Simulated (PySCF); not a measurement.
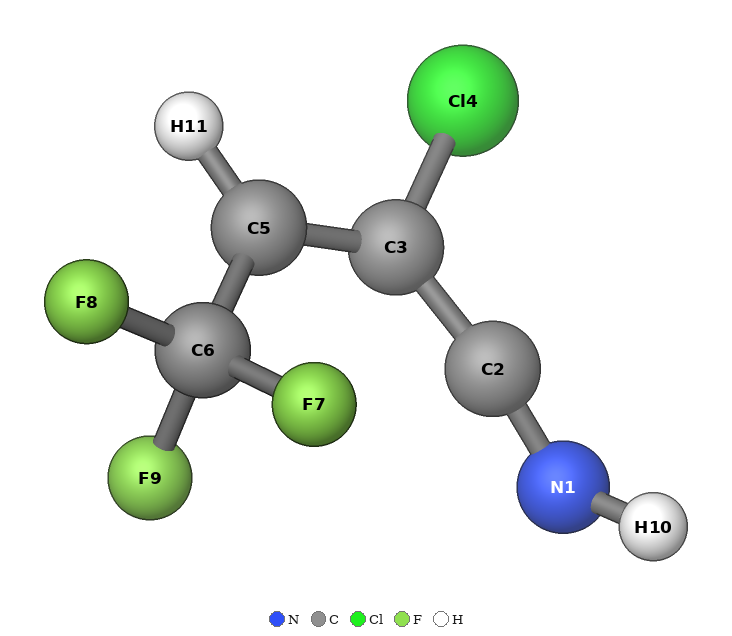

Charge 0, doublet. Computed geometry: GFN2-xTB optimisation. No frequency run is at hand to confirm it as a minimum. Level of theory: UKS B3LYP, pcH-1 on C Cl F H N, non-relativistic (PySCF 2.14.0). Fermi-contact and spin-dipolar terms alone, no spin-orbit part.

### Which nucleus has the largest dipolar (anisotropic) hyperfine coupling?

13C at C5: principal values −52.0, −50.8, 102.9 MHz.

List the isotropic and dipolar parts for the most strongly coupled nuclei, one of each equivalent set.

| atom | isotope | a_iso (MHz) | dipolar part (MHz) |
| --- | --- | --- | --- |
| C5 | 13C | 52.8 | −52.0, −50.8, 102.9 |
| F9 | 19F | 86.2 | −47.8, −43.9, 91.7 |
| C2 | 13C | 21.7 | −33.0, −31.8, 64.9 |
| F7 | 19F | 26.4 | −28.1, −24.2, 52.4 |
| H11 | 1H | −43.6 | −25.1, −0.3, 25.4 |
| F8 | 19F | 3.9 | −14.6, −9.4, 24.0 |
| N1 | 14N | 28.8 | −8.4, −7.6, 16.0 |
| H10 | 1H | 119.1 | −8.8, −4.7, 13.5 |
